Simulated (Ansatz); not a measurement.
# One shape, several levels: CH6ClNSi (SMILES C[SiH](N)Cl)

Wanted: a comparison of 6 runs (HF/3-21G, B3LYP/6-31G*, r2SCAN0/6-31G*, revPBE/6-31G*, MP2/6-31G*) of CH6ClNSi. 

The calculation is run with Ansatz 0.2.0.

128 further runs of the same task are left out: 128 set aside as unsound or not needed.

## 1. Starting point

The species is CH6ClNSi (10 atoms), meant as a singlet with charge 0. As SMILES, `C[SiH](N)Cl`. One bond was lengthened or shortened from a relaxed shape.

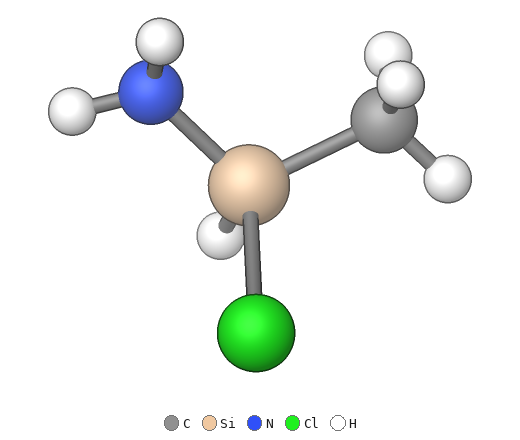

Viewed from a chosen angle; carbon grey, silicon light orange, nitrogen blue, chlorine green, hydrogen white.

## 2. A single-point energy at HF/3-21G (run 1)

File input.yaml:

```yaml
basis:
  gaussian:
    orbitals: 3-21G.json
crystal:
  periodic: [false, false, false]
  atoms:
    - symbol: C
      position_ang: [-1.021887, 1.073549, -0.155457]
    - symbol: Si
      position_ang: [-0.153187, -0.524351, 0.200743]
    - symbol: N
      position_ang: [1.103213, -0.265951, 1.324943]
    - symbol: Cl
      position_ang: [0.594900, -1.392500, -1.900800]
    - symbol: H
      position_ang: [-1.817587, 0.922749, -0.887457]
    - symbol: H
      position_ang: [-1.457087, 1.482949, 0.759143]
    - symbol: H
      position_ang: [-0.324487, 1.807549, -0.567257]
    - symbol: H
      position_ang: [-1.034087, -1.576251, 0.756743]
    - symbol: H
      position_ang: [1.749913, 0.495849, 1.191743]
    - symbol: H
      position_ang: [1.565113, -1.055451, 1.747943]
output: {orbitals: {seedname: orbitals}}
hamiltonian:
  xc: hf
accuracy: high
```

The basis set 3-21G is read from a file made from the Basis Set Exchange's data (not shown).

Launch:

```console
$ ansatz run input.yaml --threads 1 --pin off --max-ram 3480MiB --events-out events.jsonl --progress --plain --runs-dir runs
```

Output:

```text
Warning: RAYON_NUM_THREADS=1 ignored (pool sized by the plan → 1); use --threads N
Functional definition: HF
  name "HF"
  exchange = exact_x
  correlation = 0
1331 factors; integrals over basis functions are off by at most 7.9e-9 eV
mean field evaluation 1: about -22857.2312 eV, gradient 2.9e1 eV
mean field evaluation 2: about -22857.4503 eV, gradient 3.0e1 eV
mean field evaluation 4: about -22859.4975 eV, gradient 2.3e0 eV
mean field evaluation 8: about -22859.5202 eV, gradient 1.3e-1 eV
mean field evaluation 16: about -22859.5203 eV, gradient 5.3e-8 eV
mean field -22859.52031247 eV, -840.0718767440 hartree, gradient 5.3e-8 eV, S^2 0.000000; 0 other end points of the search recorded, 0 dependent functions left out
reference -22859.52031247 eV, -840.0718767440 hartree; 25, 25 occupied and 31, 31 virtual orbitals, 1331 factors
Total energy: -22859.52031247 eV, -840.0718767440 hartree
```

It took 0.8 s on 1 thread of Arm Neoverse V2, shared host; peak memory 0.13 GiB.

## 3. A single-point energy at B3LYP/6-31G(d) (spherical functions) (run 2)

File input.yaml:

```yaml
crystal:
  periodic: [false, false, false]
  atoms:
    - {symbol: C, position_ang: [-1.021887, 1.073549, -0.155457]}
    - {symbol: Si, position_ang: [-0.153187, -0.524351, 0.200743]}
    - {symbol: N, position_ang: [1.103213, -0.265951, 1.324943]}
    - {symbol: Cl, position_ang: [0.594900, -1.392500, -1.900800]}
    - {symbol: H, position_ang: [-1.817587, 0.922749, -0.887457]}
    - {symbol: H, position_ang: [-1.457087, 1.482949, 0.759143]}
    - {symbol: H, position_ang: [-0.324487, 1.807549, -0.567257]}
    - {symbol: H, position_ang: [-1.034087, -1.576251, 0.756743]}
    - {symbol: H, position_ang: [1.749913, 0.495849, 1.191743]}
    - {symbol: H, position_ang: [1.565113, -1.055451, 1.747943]}
basis:
  gaussian:
    orbitals: 6-31G_st_-spherical.json
hamiltonian:
  xc: {name: B3LYP}
accuracy: high
output: {orbitals: {seedname: orbitals}}
```

The basis set 6-31G* is read from a file made from the Basis Set Exchange's data (not shown).

Launch:

```console
$ ansatz run input.yaml --threads 1 --pin off --max-ram 3480MiB --events-out events.jsonl --progress --plain --runs-dir runs
```

Output:

```text
Warning: RAYON_NUM_THREADS=1 ignored (pool sized by the plan → 1); use --threads N
Functional definition: B3LYP
  name "B3LYP"
  parameter a0 = 0.2
  parameter ax = 0.72
  parameter ac = 0.81
  exchange = (1 - a0 - ax)*slater_x + ax*b88_x + a0*exact_x
  correlation = (1 - ac)*vwn_rpa_c + ac*lyp_c
1767 factors; integrals over basis functions are off by at most 6.4e-9 eV
mean field evaluation 1: about -23017.9690 eV, gradient 6.5e1 eV
mean field evaluation 2: about -23007.7329 eV, gradient 8.9e1 eV
mean field evaluation 4: about -23026.8718 eV, gradient 3.9e0 eV
mean field evaluation 8: about -23027.0840 eV, gradient 2.4e-1 eV
mean field evaluation 16: about -23027.0842 eV, gradient 2.4e-5 eV
mean field -23027.08415631 eV, -846.2297344260 hartree, gradient 7.2e-8 eV, S^2 0.000000; 0 other end points of the search recorded, 0 dependent functions left out
reference -23027.08419619 eV, -846.2297358918 hartree; 25, 25 occupied and 51, 51 virtual orbitals, 1767 factors
Total energy: -23027.08419619 eV, -846.2297358918 hartree
```

Run time: 8.1 s. Hardware: 1 thread of Arm Neoverse V2, shared host; peak memory 0.26 GiB.

Runs 3 to 5 aren't shown in full; the table further down has their settings and results.

## 4. A single-point energy at MP2/6-31G(d) (spherical functions) (run 6)

File molecule.yaml:

```yaml
crystal:
  periodic: [false, false, false]
  atoms:
    - {symbol: C, position_ang: [-1.021887, 1.073549, -0.155457]}
    - {symbol: Si, position_ang: [-0.153187, -0.524351, 0.200743]}
    - {symbol: N, position_ang: [1.103213, -0.265951, 1.324943]}
    - {symbol: Cl, position_ang: [0.594900, -1.392500, -1.900800]}
    - {symbol: H, position_ang: [-1.817587, 0.922749, -0.887457]}
    - {symbol: H, position_ang: [-1.457087, 1.482949, 0.759143]}
    - {symbol: H, position_ang: [-0.324487, 1.807549, -0.567257]}
    - {symbol: H, position_ang: [-1.034087, -1.576251, 0.756743]}
    - {symbol: H, position_ang: [1.749913, 0.495849, 1.191743]}
    - {symbol: H, position_ang: [1.565113, -1.055451, 1.747943]}
basis:
  gaussian:
    orbitals: 6-31G_st_-spherical.json
correlation:
  method: mp2
  frozen_orbitals: {C: 1, Cl: 5, H: 0, "N": 1, Si: 5}
accuracy: high
```

The basis set 6-31G* is read from a file made from the Basis Set Exchange's data (not shown).

Launch:

```console
$ ansatz run molecule.yaml --threads 1 --pin off --max-ram 3480MiB --events-out events.jsonl --progress --plain --runs-dir runs
```

Output:

```text
Warning: RAYON_NUM_THREADS=1 ignored (pool sized by the plan → 1); use --threads N
Functional definition: HF
  name "HF"
  exchange = exact_x
  correlation = 0
1767 factors; integrals over basis functions are off by at most 6.4e-9 eV
mean field evaluation 1: about -22971.2346 eV, gradient 3.2e1 eV
mean field evaluation 2: about -22971.3151 eV, gradient 3.2e1 eV
mean field evaluation 4: about -22973.9852 eV, gradient 3.0e0 eV
mean field evaluation 8: about -22974.0187 eV, gradient 8.9e-5 eV
mean field -22974.01869431 eV, -844.2796146666 hartree, gradient 4.1e-8 eV, S^2 0.000000; 0 other end points of the search recorded, 0 dependent functions left out
12 core orbitals not correlated: weight in the atoms' cores, before any rotation towards them, 1.000 or more for the frozen orbitals, at most 0.000 for the correlated occupied ones
reference -22974.01869431 eV, -844.2796146666 hartree; 13, 13 occupied and 51, 51 virtual orbitals, 1767 factors
second order -13.55726974 eV of doubles, -0.00000000 eV of singles
Total energy: -22987.57596404 eV, -844.7778351399 hartree
```

It took 2.3 s on 1 thread of Arm Neoverse V2, shared host; peak memory 0.2 GiB.

## 5. The series

```csv
run,level,Cartesian functions,frozen core orbitals,energy (Eh),HOMO energy (eV),LUMO energy (eV),HOMO–LUMO gap (eV),wall time
1,HF/3-21G,no,–,-840.071877,-11.16,3.47,14.63,0.8 s
2,B3LYP/6-31G* (spherical functions),no,–,-846.229736,-7.49,-0.11,7.38,8.1 s
3,r2SCAN0/6-31G* (spherical functions),no,–,-846.063850,-8.07,0.20,8.27,16 s
4,revPBE/6-31G* (spherical functions),no,–,-846.013608,-6.32,-0.73,5.58,6.3 s
5,B3LYP/6-31G* (Cartesian functions),yes,–,-846.236686,-7.49,-0.11,7.38,8.4 s
6,MP2/6-31G* (spherical functions),no,12,-844.777835,–,–,–,2.3 s
```

## 6. Outcome

```
                                           quantity          value
                                run 6: total energy  -844.77784 Eh
run 6: correlation energy (12 core orbitals frozen)     -498.2 mEh
```

**Reading.** Over runs 1, 2, 3, 4, 5 the HOMO–LUMO gap runs from 5.58 eV (revPBE/6-31G*) to 14.63 eV (HF/3-21G). The two ends differ in method and basis. Totals of different functionals can't be ranked against each other. All runs together took 42 s, the longest 16 s.
